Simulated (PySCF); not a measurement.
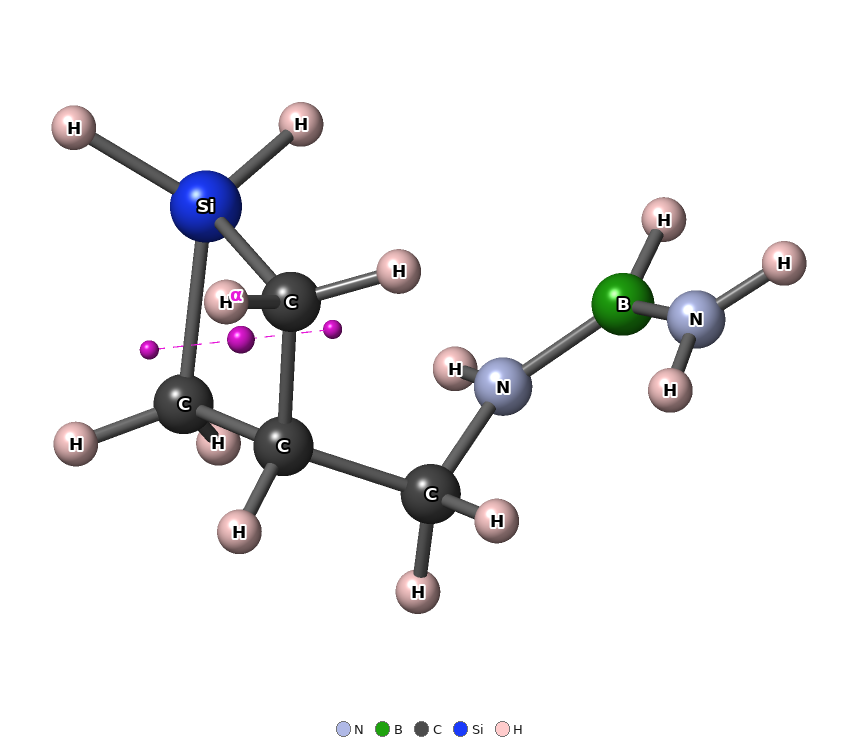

The small points mark where nucleus-independent chemical shifts (NICS) were computed: at the centre of each lettered ring and 1 Å above and below it. The computed structure is the end point of a GFN2-xTB optimisation. No frequency run is at hand to confirm it as a minimum. Method: GIAO PBE0/pcSseg-1 NMR shielding, non-relativistic, gas phase (PySCF 2.14.0).

Give NICS(0), NICS(1) and the out-of-plane component NICS(1)zz for each ring (means of the two sides).

```
ring  members  NICS(0)  NICS(1)  NICS(1)zz
   α     C3Si      0.9     −0.8        2.2
```

Values in ppm.

The geometry is semi-empirical. Around B, Si such bond lengths and angles can be off by a tenth of an ångström or more and by several degrees, and values that hang on the shape move with them.
